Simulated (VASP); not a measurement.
```
CELL_PARAMETERS angstrom
      0.00000     2.81764     2.81764
      2.81764     0.00000     2.81764
      2.81764     2.81764     0.00000
ATOMIC_POSITIONS crystal
  Zn 0.25000 0.25000 0.25000
  Se 0.00000 0.00000 0.00000
```

Method: PBEsol GGA, VASP's PBE PAW potentials (set 64) (plane waves; VASP). Numerical set-up: 400 eV cut-off, 9×9×9 Γ-centred mesh, tetrahedra with Blöchl corrections, potentials Zn Se.

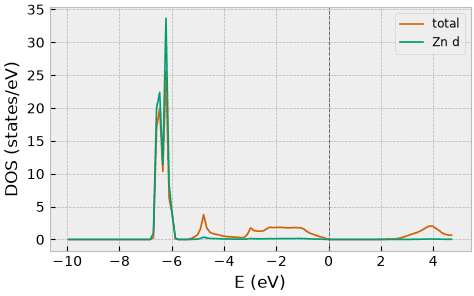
Figure: Total and projected density of states, zero at the valence-band maximum

Within 2 eV below the valence-band maximum the largest weight inside VASP's projection spheres is Se p.

The gap is direct, 1.24 eV, from the valence maximum at Γ to the conduction minimum at Γ.

The structure comes from a measured ZnSe entry (F-43m) of the Crystallography Open Database, whose conditions weren't checked. It was relaxed first, which changed the volume by -7 %.
